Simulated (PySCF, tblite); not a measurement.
# C₄H₃ClF₄: geometry, infrared bands and NMR shifts

Wanted: the infrared bands and NMR shifts of C₄H₃ClF₄ (`F/C(=C\C(F)(F)F)CCl`), by calculation.

Programs: tblite 0.8.0 and PySCF 2.14.0, with density-fitted response routines of our own. Each step states its level of theory. These are calculated values for one molecule in the gas phase, unless marked as measured. Atoms are numbered from 0 throughout.

## Step 1: The starting structure

12 atoms, charge 0, multiplicity 1; geometry from: force field or distance geometry start.

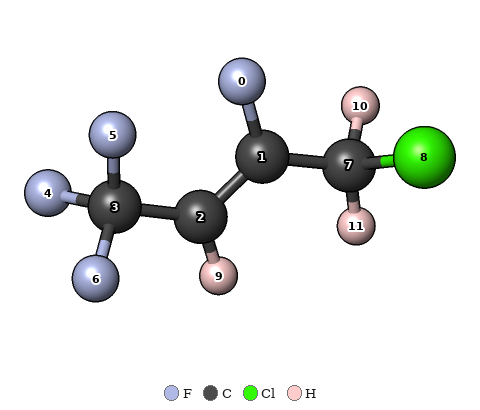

The starting geometry (fluorine light blue, carbon dark grey, chlorine green, hydrogen pink), atoms numbered.

## Step 2: Geometry optimisation with GFN2-xTB

What the job is given:

```
{"job": {"kind": "relax", "xc": "GFN2-xTB", "basis": "xTB"}, "charge": 0, "multiplicity": 1}
F     -0.256900     0.411100     1.618800
C     -0.525600    -0.002600     0.330100
C      0.520900    -0.156400    -0.470900
C      1.912100     0.134300    -0.040800
F      2.663300    -1.033400     0.120400
F      1.952500     0.768300     1.189800
F      2.543500     0.979900    -0.945500
C     -1.929500    -0.277200    -0.077500
Cl    -2.770000     1.270700     0.144900
H      0.276700    -0.491300    -1.486800
H     -2.375200    -0.951100     0.691000
H     -2.010600    -0.653000    -1.099400
```

Launch:

```
$ OMP_NUM_THREADS=1 python probes_run.py task.json out
```

One launch serves the whole session: the jobs run in the order shown.

**Question.** This job is followed by: GFN2-xTB harmonic vibrations, gas phase; GIAO PBE0/pcSseg-1 NMR shielding, non-relativistic, gas phase. Predict these results of the whole session: strongest single infrared mode (GFN2-xTB); zero-point energy (GFN2-xTB); ¹³C shifts against TMS (PBE0/pcSseg-1); ¹H shifts against TMS (PBE0/pcSseg-1, means over atoms taken as alike); ¹⁹F shifts against CFCl3 (PBE0/pcSseg-1, means over atoms taken as alike); ³⁵Cl shifts against HCl (PBE0/pcSseg-1); surface potential, least and greatest.

**Answer**, as computed:

| quantity | value |
| --- | --- |
| strongest single infrared mode (GFN2-xTB) | 1050 cm⁻¹, 348 km/mol |
| zero-point energy (GFN2-xTB) | 40.7 kcal/mol |
| ¹³C shifts against TMS (PBE0/pcSseg-1) | 175.0, 131.5, 110.0, 46.5 ppm |
| ¹H shifts against TMS (PBE0/pcSseg-1, means over atoms taken as alike) | 5.93, 4.24 ppm |
| ¹⁹F shifts against CFCl3 (PBE0/pcSseg-1, means over atoms taken as alike) | -71.8, -92.4 ppm |
| ³⁵Cl shifts against HCl (PBE0/pcSseg-1) | 73 ppm |
| surface potential, least and greatest | -0.68 V and 1.57 V |

The optimisation took 134 steps and gained 0.525 eV; among the close pairs (by a distance rule), C3–F4 changed most, from 1.398 to 1.342 Å. No mode is imaginary among the 30: a minimum at this level. The strongest single mode, at 1050 cm⁻¹, moves mainly C3. GFN2-xTB is a fitted tight-binding method: band positions and strengths are rough. Its intensities can rank the bands wrongly. H9 (hydrogen on an alkene CH) lies farthest downfield among hydrogen, at 5.93 ppm; a vinylic proton, deshielded by the sp2 carbon and the C=C anisotropy. At PBE0/pcSseg-1: Shielding is most anisotropic at Cl8 (span 342 ppm, paramagnetic term -270 ppm). By nearest atom (PBE0/pcSseg-1), the HOMO sits on C2 42 %; C1 27 % and the LUMO on C1 37 %; C2 26 %.
